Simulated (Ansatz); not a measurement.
AlH₁₈N₃Si₆

```yaml
atoms:
  - { symbol: Si, position_ang: [0.9112, 0.9029, 2.7259] }
  - { symbol: N, position_ang: [-0.3086, 0.0941, 1.7903] }
  - { symbol: Si, position_ang: [-1.7496, -0.4265, 2.5979] }
  - { symbol: Al, position_ang: [-0.0499, -0.0457, 0.0325] }
  - { symbol: N, position_ang: [1.1103, 1.0841, -0.7413] }
  - { symbol: Si, position_ang: [2.5863, 0.4462, -1.3757] }
  - { symbol: Si, position_ang: [0.7032, 2.7622, -0.8209] }
  - { symbol: N, position_ang: [-0.8736, -1.2393, -1.0037] }
  - { symbol: Si, position_ang: [-0.9376, -0.9222, -2.7102] }
  - { symbol: Si, position_ang: [-1.5089, -2.7429, -0.4247] }
  - { symbol: H, position_ang: [0.6925, 0.5896, 4.1645] }
  - { symbol: H, position_ang: [2.2663, 0.4357, 2.3277] }
  - { symbol: H, position_ang: [0.8636, 2.3802, 2.5525] }
  - { symbol: H, position_ang: [-1.5143, -1.6090, 3.4681] }
  - { symbol: H, position_ang: [-2.7703, -0.7777, 1.5733] }
  - { symbol: H, position_ang: [-2.2882, 0.6704, 3.4482] }
  - { symbol: H, position_ang: [2.5894, -1.0181, -1.0912] }
  - { symbol: H, position_ang: [3.7703, 1.0637, -0.7192] }
  - { symbol: H, position_ang: [2.7090, 0.6564, -2.8429] }
  - { symbol: H, position_ang: [-0.6493, 2.9152, -0.2108] }
  - { symbol: H, position_ang: [1.6700, 3.6147, -0.0790] }
  - { symbol: H, position_ang: [0.6503, 3.2404, -2.2289] }
  - { symbol: H, position_ang: [0.3695, -1.1711, -3.3766] }
  - { symbol: H, position_ang: [-1.9572, -1.8175, -3.3221] }
  - { symbol: H, position_ang: [-1.3206, 0.4932, -2.9617] }
  - { symbol: H, position_ang: [-1.0543, -2.9443, 0.9780] }
  - { symbol: H, position_ang: [-2.9949, -2.7798, -0.4592] }
  - { symbol: H, position_ang: [-1.0013, -3.8700, -1.2545] }
```

Geometry: PBE0-D4/def2-TZVP.

Method: RKS PBE0-D4/def2-TZVPP in Ansatz 0.2.0.

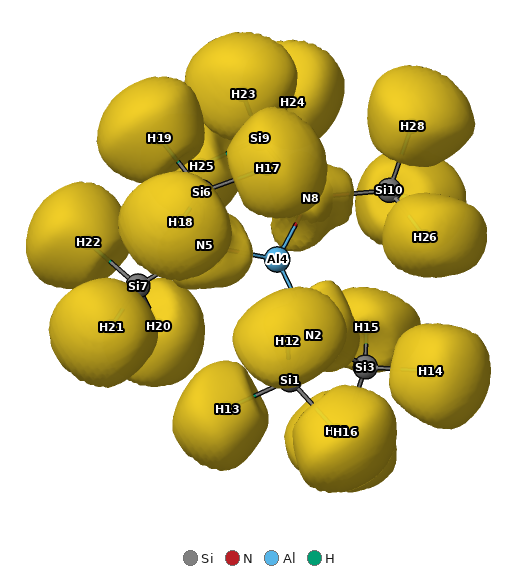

Figure 1. Isosurface of the electron localisation function at 0.75 (yellow), seen at a tilt. Core shells and regions of very low density are left out.

Q: Where are the electrons localised?

A: The ELF exceeds this value in 18 regions around hydrogen nuclei and three regions on N in which the atom's valence shell and bonds are merged.


Si–N (1.73 Å): the ELF peaks at about 0.90 between the atoms, as expected for a shared but strongly polarised pair. Al–N (1.78 Å): the ELF peaks at about 0.90 in the valence shell of N, 0.7 Å from its nucleus, and is about 0.50 at the midpoint.

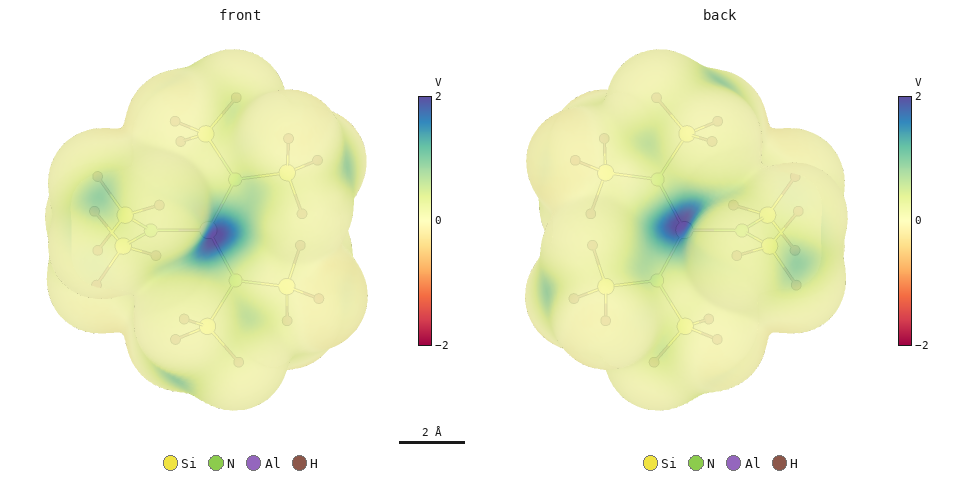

Figure 2. The electrostatic potential painted on the density surface at 0.001 e/bohr³, seen from the front and from behind; the colour scale runs from red (negative) to blue (positive).

Q: Which sites attract a positive test charge, and which a negative one?

A: A positive charge is drawn to the negative regions and a negative charge to the positive ones. The most negative region (about −0.1 V) lies over the H atoms, the most positive (about +1.8 V, or +42 kcal/mol for a unit charge) over Al4.

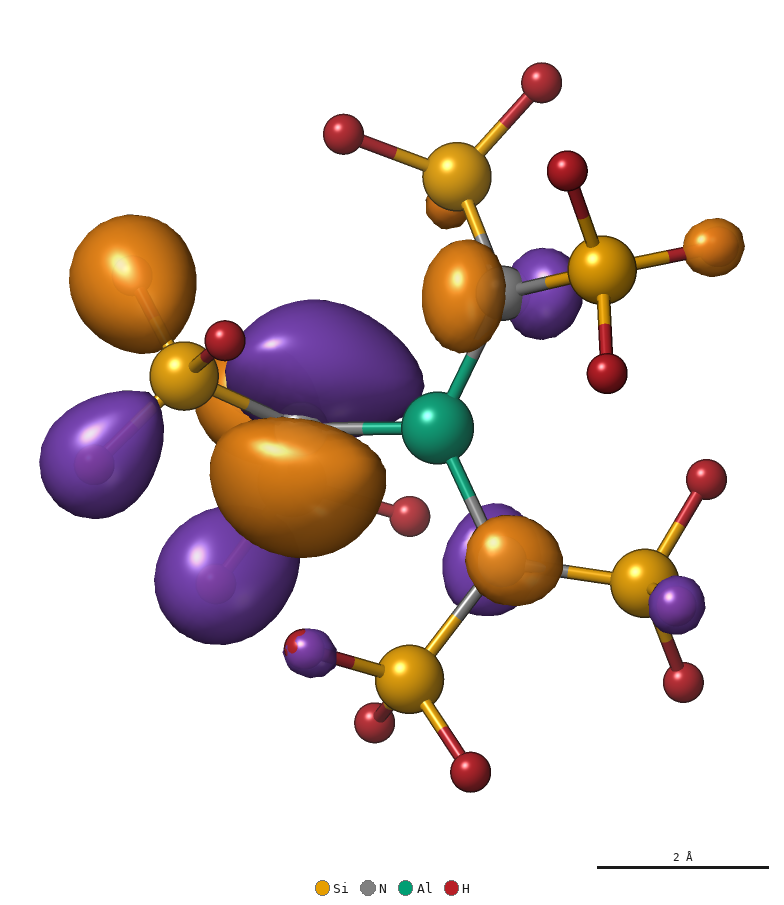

Figure 3. The HOMO−1 at ±0.1 Å⁻³ᐟ² (orange and purple are the two phases), seen at a tilt.

Q: Where does this orbital lie, and at what energy?

A: Its weight (Hirshfeld) is mainly on N5 (about 35 %), Si6 (about 10 %), Si7 (about 10 %) and Al4 (about 5 %). Its energy is −7.86 eV.
